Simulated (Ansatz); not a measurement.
Input file:

```
crystal:
  lattice:
    - [0.0, 5.3377136576, 5.3377136576]
    - [5.3377136576, 0.0, 5.3377136576]
    - [5.3377136576, 5.3377136576, 0.0]
  atoms:
    - { symbol: Mg, position: [0.5, 0.5, 0.5] }
    - { symbol: Mg, position: [0.25, 0.25, 0.25], spin: -0.58 }
    - { symbol: Os, position: [0.0, 0.0, 0.0], spin: 0.3 }
    - { symbol: C, position: [0.8106937141, 0.1893062859, 0.1893062859] }
    - { symbol: C, position: [0.8106937141, 0.1893062859, 0.8106937141] }
    - { symbol: C, position: [0.8106937141, 0.8106937141, 0.1893062859] }
    - { symbol: C, position: [0.1893062859, 0.8106937141, 0.8106937141] }
    - { symbol: C, position: [0.1893062859, 0.8106937141, 0.1893062859] }
    - { symbol: C, position: [0.1893062859, 0.1893062859, 0.8106937141] }
    - { symbol: "N", position: [0.7007991023, 0.2992008977, 0.2992008977] }
    - { symbol: "N", position: [0.7007991023, 0.2992008977, 0.7007991023] }
    - { symbol: "N", position: [0.7007991023, 0.7007991023, 0.2992008977] }
    - { symbol: "N", position: [0.2992008977, 0.7007991023, 0.7007991023] }
    - { symbol: "N", position: [0.2992008977, 0.7007991023, 0.2992008977] }
    - { symbol: "N", position: [0.2992008977, 0.2992008977, 0.7007991023] }
basis:
  ecutwfc: 420
kpoints:
  mp_grid: { grid: [6, 6, 6] }
hamiltonian:
  xc: pbe
scf:
  occupations: { method: gaussian, width: 0.1 }
output:
  forces: true
  stress: true
  eigenvalues: true
  populations: true
  write_density: true
  write_potential: true
  elf: true
  volumetric_format: npy
magnetization:
  spin_polarized: true
relax:
  adjacent_minimum: "off"
  f_tol: 0.01
  max_steps: 80
  cell: { stress_tol: 0.05 }
```

Launched as:

```sh
ansatz run input.yaml --threads 4 --pin off --max-ram 8192MiB --backend cpu --events-out ev --progress --plain --runs-dir out
```

Below, planes, directions and counts refer to the conventional cell (a = 10.69 Å, b = 10.69 Å, c = 10.69 Å, α = 90.00°, β = 90.00°, γ = 90.00°).

The fields are those of the run's last geometry, not of the input's.

Space group F-43m; a structure generated by program, which may or may not match a known phase; spin-polarised.

Computed with Ansatz 0.2.0, DFT PBE, scalar-relativistic, plane waves, PAW.

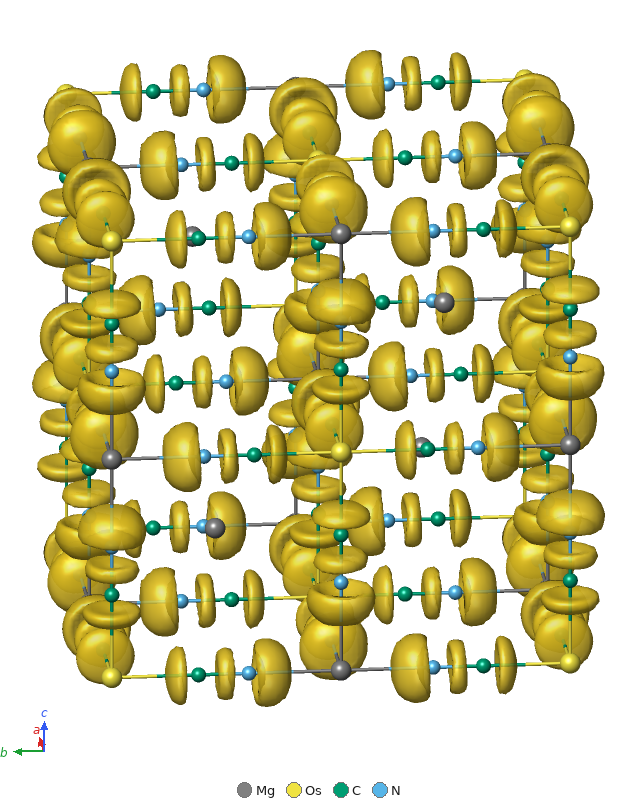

Mg2OsC6N6. Isosurface of the ELF at 0.8 (yellow), seen at an oblique angle. Only the valence region is drawn (cores and ρ < 0.01 e/Å³ removed). Sticks mark near contacts.

Core electrons are frozen (PAW), and the valence fields are smoothed inside the atomic spheres.

Identify the bonds, lone pairs and shells in this picture.

The ELF exceeds this value in 24 regions between bonded C–N atoms, 24 lobes of the valence shell of C pointing towards Os (polar bonds) and 24 lobes of the valence shell of N pointing towards Mg, counted in one cell of 60 atoms. Regions shared between cells count once.

Values along the shortest contacts:
C–N (1.17 Å): the ELF peaks at about 0.85 between the atoms. Os–C (2.02 Å): the ELF peaks at about 0.90 in the valence shell of C, 0.6 Å from its nucleus, and is about 0.25 at the midpoint.
